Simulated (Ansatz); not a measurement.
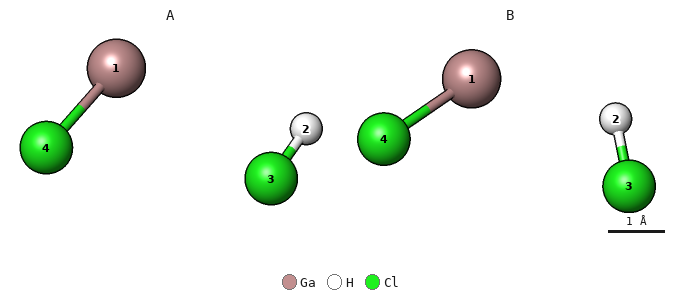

Two geometries of GaHCl₂, drawn at one scale. One is the start of a relaxation, the other its converged end. A ball-and-stick model, seen at a tilt.

Level of theory: Ansatz, RKS B3LYP/def2-SVP. Set-up: no spin polarisation; force threshold 0.03 eV/Å; at most 50 steps.

Question: Which of the two is the end point?

Answer: Structure A is the relaxed one. The run prepares an end point of a later path (reaction) calculation, from a guessed geometry. The atom that moves furthest after the best rigid fit is H2 (0.59 Å). By element the largest moves are H 0.59 Å, Cl 0.36 Å, Ga 0.33 Å. Among the contacts that change: H2–Cl3 1.333 → 1.291 Å, Ga1–Cl4 2.228 → 2.241 Å. Over 9 accepted moves (12 points after the start) the energy falls by 7.45 kJ/mol. Largest force component: 0.82 eV/Å at the start, 0.02 eV/Å at the end. The line search rejected the trial steps at points 2, 6, 10 of the run.

Limits of the set-up: the start holds two separate molecules, 2.8 Å apart at their closest, whose relative position is a soft coordinate and is computed without a dispersion correction.
